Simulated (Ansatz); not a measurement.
C$_{2}$H$_{6}$In (charge −1)

Input file:

```
crystal:
  periodic: [false, false, false]
  atoms:
    - {symbol: C, position_ang: [-0.255593, 0.643584, -0.107433]}
    - {symbol: C, position_ang: [0.891699, 1.023932, -1.059590]}
    - {symbol: In, position_ang: [0.423793, -0.540532, 1.871323]}
    - {symbol: H, position_ang: [1.455731, 0.120726, -1.369869]}
    - {symbol: H, position_ang: [1.627207, 1.692606, -0.560049]}
    - {symbol: H, position_ang: [0.572906, 1.555390, -1.993555]}
    - {symbol: H, position_ang: [1.619057, -1.669707, 0.816147]}
    - {symbol: H, position_ang: [-0.971596, -0.040984, -0.619340]}
    - {symbol: H, position_ang: [-0.834275, 1.544113, 0.196285]}
basis:
  gaussian: {orbitals: def2-TZVPD}
total_charge: -1
hamiltonian: {xc: pbe0}
output: {forces: true, orbitals: {seedname: orbitals}}
```

Launched as:

```sh
ansatz run input.yaml --threads 2 --pin off --max-ram 4350MiB --events-out events.jsonl --progress --plain --runs-dir runs
```

Geometry: BLYP-D3(BJ)/def2-SVPD; core potentials replace the inner electrons of In; the highest occupied orbital lies above zero, a sign that basis and functional describe the outermost electron poorly.

Theory: isolated molecule in a Gaussian basis; Kohn-Sham density functional theory, functional PBE0 (Ansatz 0.2.0).

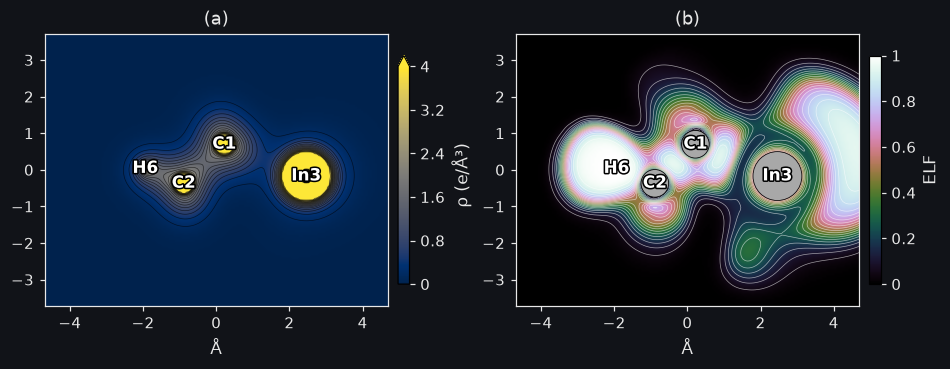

Figure 1. (a) electron density; (b) ELF on the plane of atoms C2, C1 and In3. Grey discs cover the atomic cores in the ELF map.

Q: Interpret the plot.

A: Atoms in the plane: C, In and H. C–C (1.54 Å): ρ is about 1.6 e/Å³ halfway; the ELF peaks at about 0.95 between the atoms (a covalent bond). C–In (2.40 Å): the density is about 0.43 e/Å³ at the midpoint; the ELF peaks at about 0.95 in the valence shell of C, 0.8 Å from its nucleus, and drops to about 0.15 between the two atoms. C–H (1.12 Å): ρ is about 1.8 e/Å³ halfway; the ELF climbs to about 1 towards the hydrogen, as it does in any bond to H: an ordinary covalent bond to hydrogen.

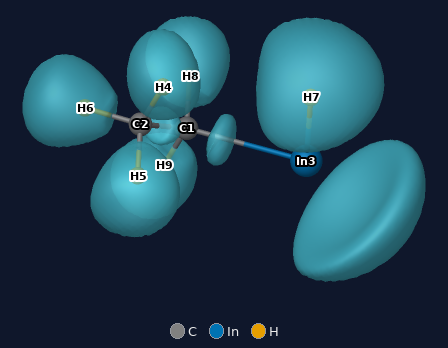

Figure 2. Isosurface of the electron localisation function at 0.85 (cyan), seen from one side. Core shells and regions of very low density are left out.

Q: Describe the localisation domains.

A: The ELF exceeds this value in one region between bonded C–C atoms (shared pairs), six regions around hydrogen nuclei, one lobe of the valence shell of C pointing towards In (polar bonds) and one lobe on In, pointing away from the bonds (lone pairs).

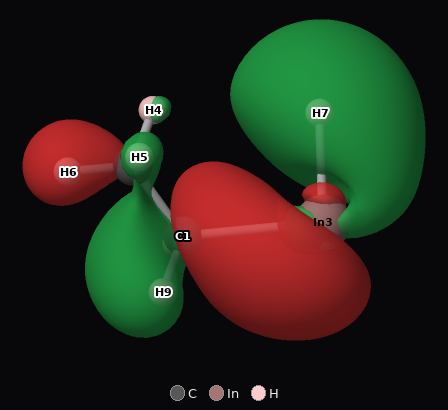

Figure 3. The HOMO−1 at ±0.06 Å⁻³ᐟ² (green and red are the two phases), seen at a tilt.

Q: Describe this orbital and give its energy.

A: By Hirshfeld shares it lies mainly on In3 (about 30 %), H7 (about 30 %) and C1 (about 25 %). Its energy is −1.38 eV.
